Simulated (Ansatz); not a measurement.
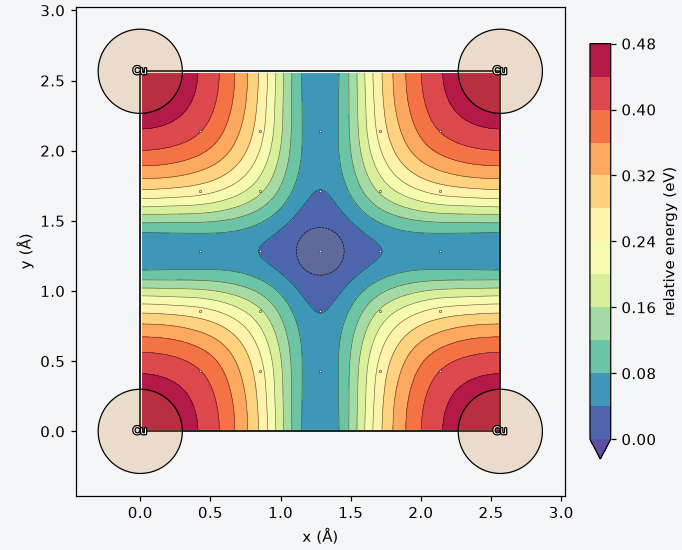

H on a Cu(100) slab cut from the Fm-3m phase, its upper half relaxed before the scan (12 atoms of substrate and one adsorbate in a 2 × 2 cell). 
- H is moved over the surface cell; relaxed at each place: the height of the adsorbate's atoms; substrate rigid; the origin of the map has the adsorbate above Cu9.
- Places are given modulo a cell vector. The map is drawn in real space over the plane of the surface.
- The scan uses a 6 × 6 grid; 10 points were computed and 26 follow by symmetry.
- Places are given in fractions of the 1 × 1 surface cell.
- All energies are given in eV relative to the lowest grid point.
- Computed with DFT PBE, scalar-relativistic, plane waves, PAW (Ansatz). Settings: cutoff 420 eV, k-mesh 5×5×1, gaussian smearing 0.1 eV, no spin polarisation.

In the figure: filled contours, dots at the grid points, labelled circles for the atoms of the top layer and small ones for the second layer, the outline of one cell of the plane. Between grid points the surface is interpolated.

The lowest grid point is at a fourfold hollow over a second-layer Cu atom, (3/6, 3/6) of the cell vectors. The highest grid point, the top site over a surface Cu atom, (0/6, 0/6) of the cell vectors, lies 0.477 eV above the lowest. On the interpolated surface the easiest way out of the lowest well to its copy in the next cell or period passes a barrier of about 0.053 eV. At the lowest point the adsorbate has 4 Cu at 1.89 Å as nearest neighbours, at the highest 1 Cu at 1.52 Å. Its relaxed height above the top atom is 0.54 Å at the lowest and 1.52 Å at the highest point.

H is replaced by S; all else is set up alike.

Q: How does the landscape change?

A: The lowest place stays at a fourfold hollow over a second-layer Cu atom, (3/6, 3/6) of the cell vectors. The span from the lowest to the highest grid point grows from 0.477 to 1.807 eV. The easiest pass out of the lowest well goes from about 0.053 to about 0.94 eV on the interpolated surfaces. In the new map: at the lowest point the adsorbate has 4 Cu at 2.27 Å as nearest neighbours, at the highest 1 Cu at 2.05 Å. Its relaxed height above the top atom is 1.37 Å at the lowest and 2.05 Å at the highest point.

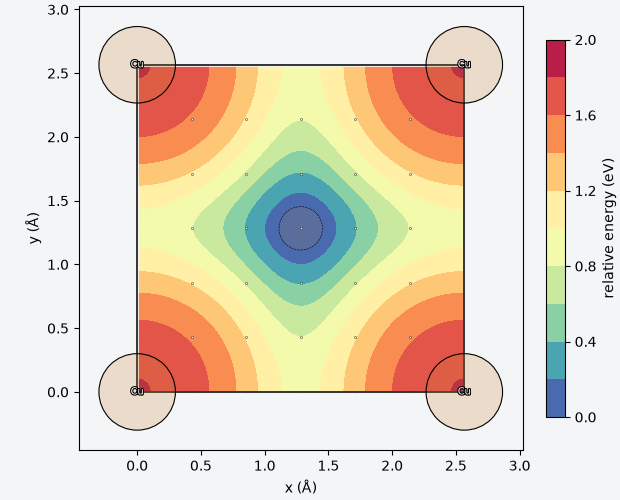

The map after the change, on a colour scale of its own. In the figure: filled contours, dots at the grid points, labelled circles for the atoms of the top layer and small ones for the second layer, the outline of one cell of the plane. Between grid points the surface is interpolated.

PAW datasets: the set soft_1.
